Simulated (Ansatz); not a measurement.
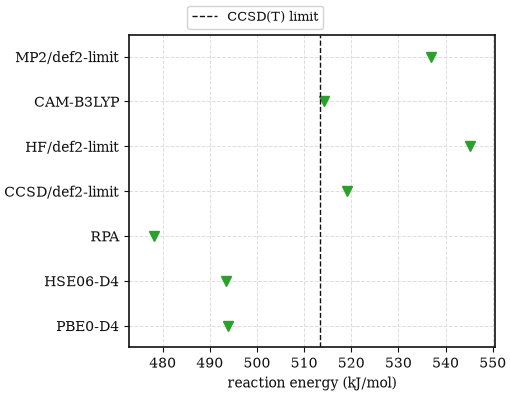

Electronic reaction energy of BHOCl₂ (OB(Cl)Cl) + InH₃O₂ ([OH][InH][OH]) → InBH₂OCl₂ ([OH][InH][B](Cl)Cl) + H₂O₂ (OO) (SMILES in brackets) at several levels (functionals in def2-TZVPP unless a basis is named), isolated molecules at PBE0-D4 triple-zeta geometries, minima by their frequencies, no zero-point or thermal terms, the Ansatz code. The line is frozen-core CCSD(T) at the basis limit (MP2 extrapolated from triple and quadruple zeta, plus CCSD(T) less MP2 in a smaller set). RPA holds a correlation term that converges slowly with the basis, so part of the distance to the limit is basis error. No dispersion term is added to CAM-B3LYP. Core potentials past Kr. The limit lies 7.7 kJ/mol from CCSD(T)/def2-TZVPP, so the line itself is uncertain by a part of that.

What do zero-point energy and temperature add?

Answer. Zero-point change −3.8 kJ/mol; at 298.15 K and 1 bar the CCSD(T) limit plus thermal terms gives an enthalpy of reaction of 513.2 and a free energy of 508.8 kJ/mol (harmonic PBE0-D4 modes, ideal gas).

Which level comes closest to the line (CCSD(T) limit), and which misses most?

Answer. Closest CAM-B3LYP (514.2 kJ/mol), against 513.4 kJ/mol; farthest RPA (478.2 kJ/mol).

Caveats: outer-core shells are correlated without core-valence functions, which makes the correlated values less sure; spin-orbit coupling is left out, and with In it can shift these values; one conformer of each flexible molecule.
